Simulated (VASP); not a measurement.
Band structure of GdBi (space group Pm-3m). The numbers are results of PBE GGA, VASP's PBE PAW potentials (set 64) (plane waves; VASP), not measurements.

Unless said otherwise, spin-orbit coupling is left out, though it shifts the bands of the heavy elements here.

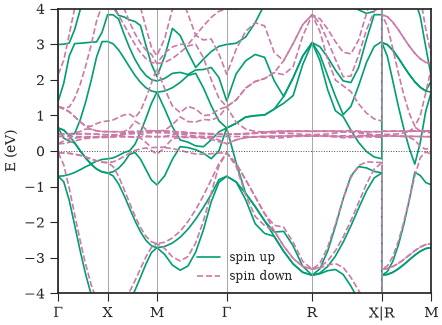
Fig. 1. Bands along high-symmetry lines, zero at the valence-band maximum or, without a gap, the Fermi level

Task: Read the plot: is there a gap, and where are the band edges?

Result: It has no gap at this level: it comes out as a metal or semimetal.

The structure was generated: GdBi was put into an ordered model structure, which need not be its known phase. The cell was not relaxed at this level.
